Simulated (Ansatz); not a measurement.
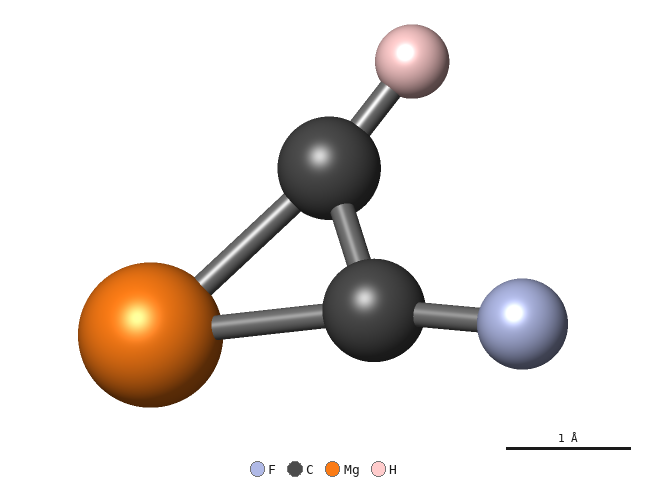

Ball-and-stick drawing of a structure. Every bond is drawn as one stick, whatever its order.

Identify the structure.

It has 5 atoms: 2 carbon, 1 hydrogen, 1 fluorine and 1 magnesium (C₂HFMg). SMILES: `F[C]1=[CH][Mg]1`. Among its groups: alkene, C–F bond. This geometry has Cs symmetry. All atoms lie on one plane. Coordination, clear cases only: 2 C T-shaped.

More results for the same structure follow; atom numbers are the same in all pictures, views and colours differ. Computed geometry: PBE0-D4/def2-TZVP optimisation. No frequency run is at hand to confirm it as a minimum.

Geometry

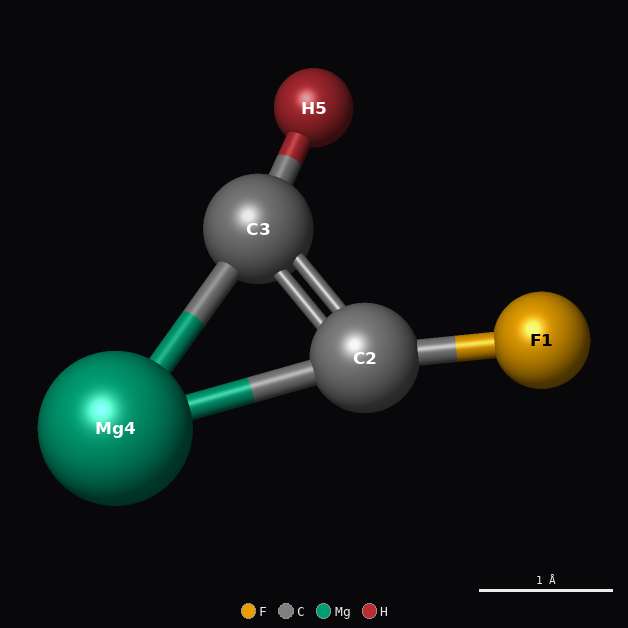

Numbered structure. No frequency run is at hand to confirm it as a minimum.

List the bonds and their lengths.

```tsv
bond	length (Å)
F1–C2	1.344
C2–C3	1.373
C2–Mg4	1.964
C3–Mg4	1.976
C3–H5	1.094
```

Electronic properties

No frequency run is at hand to confirm it as a minimum. Method: RKS PBE0-D4/def2-TZVPP (Ansatz 0.2.0).

Predict the main results.

- HOMO energy (Kohn–Sham orbital): −5.99 eV
- LUMO energy (Kohn–Sham orbital): −3.12 eV
- HOMO–LUMO gap: 2.87 eV

Dipole moment

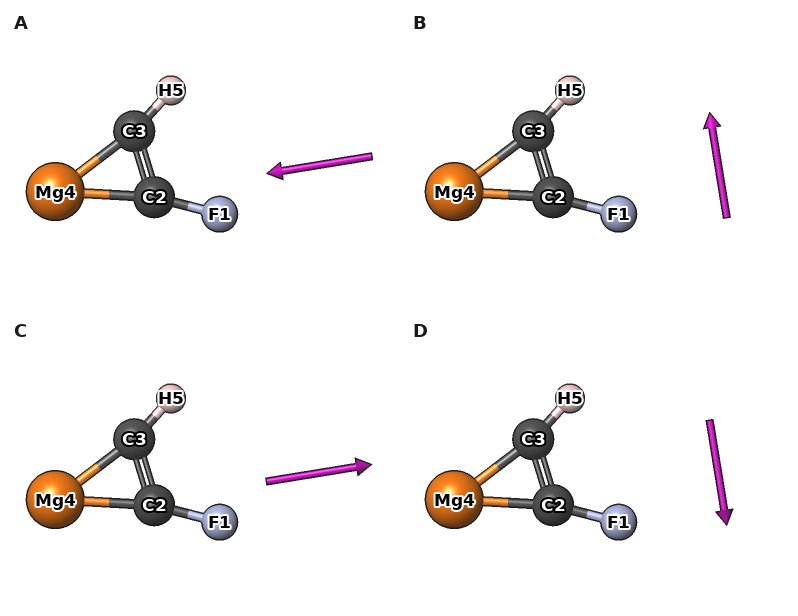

The same molecule four times, each with an arrow. No frequency run is at hand to confirm it as a minimum. Level of theory: RKS PBE0-D4/def2-TZVP (Ansatz 0.2.0).

Which arrow points along the dipole moment, from the negative to the positive end?

Answer. A. The dipole moment is 6.54 D; it points from the side of F1 to the side of Mg4 (the outermost atoms at the two ends).

Charges

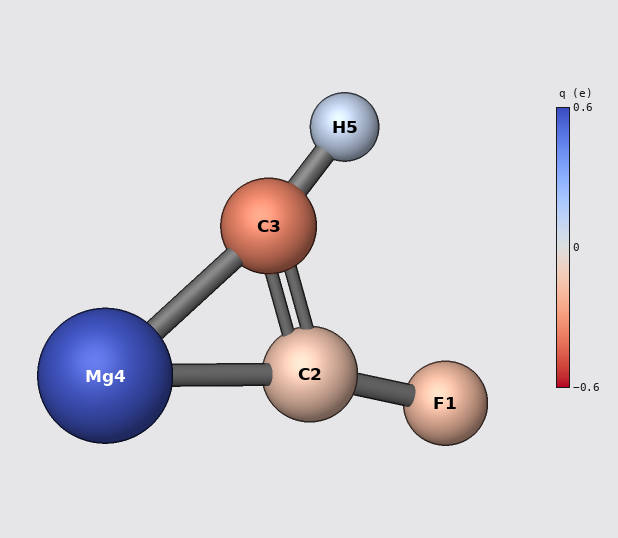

Atoms are coloured by their Mulliken charges. No frequency run is at hand to confirm it as a minimum. Properties computed with RKS PBE0-D4/def2-TZVP (Ansatz 0.2.0).

List the Mulliken charges.

```json
{"atom": "F1", "value (e)": "−0.18"}
{"atom": "C2", "value (e)": "−0.14"}
{"atom": "C3", "value (e)": "−0.35"}
{"atom": "Mg4", "value (e)": "0.57"}
{"atom": "H5", "value (e)": "0.10"}
```

Mulliken values depend strongly on the basis set and can even reverse the polarity of a bond.
